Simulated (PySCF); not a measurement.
**C5H8BF3Si: density, localisation and related maps**

```tsv
atom	x (Å)	y (Å)	z (Å)
C	2.9922	-0.0043	0.2366
C	1.7355	0.7762	0.3884
C	0.5221	0.2888	0.1671
Si	-0.2639	-1.2880	-0.5040
C	-1.6877	0.0420	-0.5355
B	-3.0213	-0.4079	0.0896
F	-3.9725	-1.0220	-0.5993
F	-3.2764	-0.3323	1.3886
C	-0.7972	1.0278	0.2415
F	-0.7599	2.2775	-0.3409
H	3.6311	0.4585	-0.5147
H	3.5434	-0.0104	1.1763
H	2.7730	-1.0275	-0.0591
H	1.8529	1.8100	0.6945
H	-0.4415	-2.3746	0.4576
H	0.1058	-1.7842	-1.8284
H	-1.8070	0.3904	-1.5611
H	-1.1375	1.1862	1.2711
```

Geometry: GFN2-xTB.

All numbers below come from PBE0/pcSseg-1, SCF density, gas phase, non-relativistic (PySCF 2.14.0).

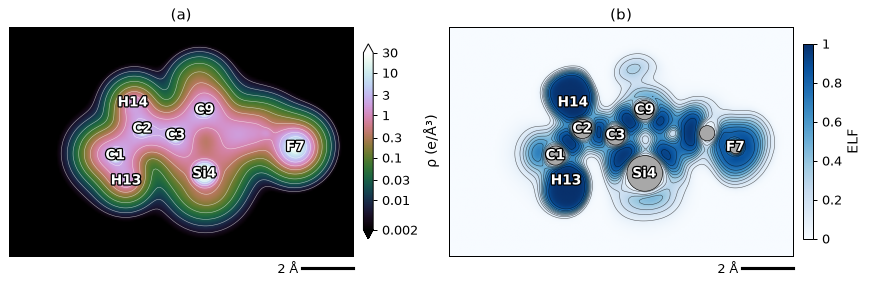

Figure 1. (a) electron density; (b) electron localisation function on the plane of atoms C1, C2 and C3. Grey discs cover the atomic cores in the ELF map.

> What does the map show?

- Atoms in the plane: C, Si, F and H.
- C–C (1.33 Å): the density is about 2.3 e/Å³ at the midpoint; the ELF peaks at about 0.95 between the atoms (a short, multiple covalent bond).
- C–Si (1.89 Å): the density is about 0.91 e/Å³ at the midpoint; the ELF peaks at about 0.95 between the atoms, as expected for localised, covalent bonding.
- C–H (1.08 Å): the density is about 2 e/Å³ at the midpoint; the ELF climbs to about 1 towards the hydrogen, as it does in any bond to H; a covalent bond by its length.
- C–C (1.49 Å): ρ is about 1.7 e/Å³ halfway; the ELF peaks at about 0.95 between the atoms (localised, covalent bonding).
- The ELF also peaks beside F7, away from the bonds: lone-pair regions.

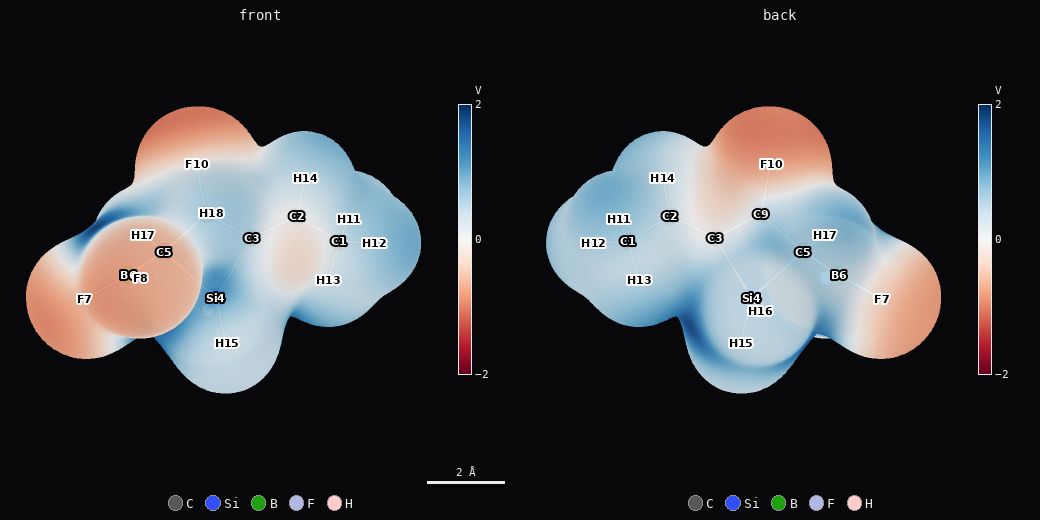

Figure 2. The molecular electrostatic potential painted on the density surface at 0.002 e/bohr³, seen from the front and from behind; red is negative and blue positive.

> Describe the electrostatic potential map.

The most negative region (about −1.0 V) lies over F10, the most positive (about +1.8 V) over Si4 and B6.

> How polar is the molecule by this calculation?

Its dipole moment is 3.27 D.
